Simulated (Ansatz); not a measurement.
System: Cl3Ge (charge −1).

```xyz
4

Ge    0.6911    0.5111    0.0824
Cl    0.7492   -1.6506    0.9379
Cl   -0.1027   -0.0186   -2.0378
Cl   -1.3376    1.1581    1.0176
```

Geometry: PBE0-D4/def2-SVPD.

These are results of RKS PBE0-D4/def2-TZVPD in Ansatz 0.2.0, not measurements.

**Predict the electron density and electron localisation function between the atoms.**

Ge–Cl (2.33 Å): ρ is about 0.56 e/Å³ halfway; the ELF peaks at about 0.85 in the valence shell of Cl, 0.9 Å from its nucleus, and is about 0.65 at the midpoint.

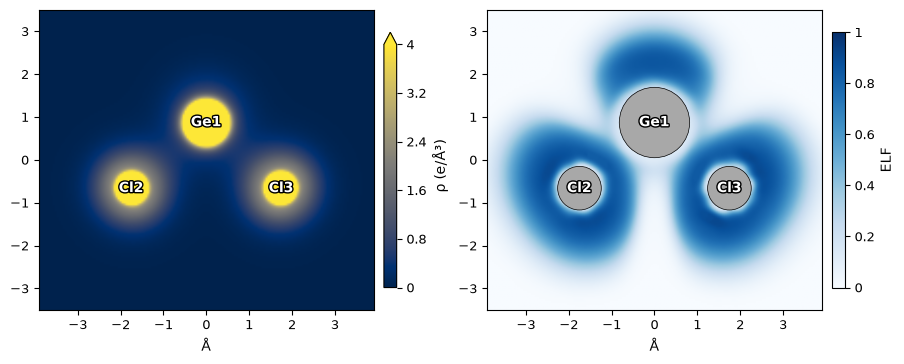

Computed electron density and electron localisation function on the plane of atoms Cl2, Ge1 and Cl3, in this order. Grey discs cover the atomic cores in the ELF map. 
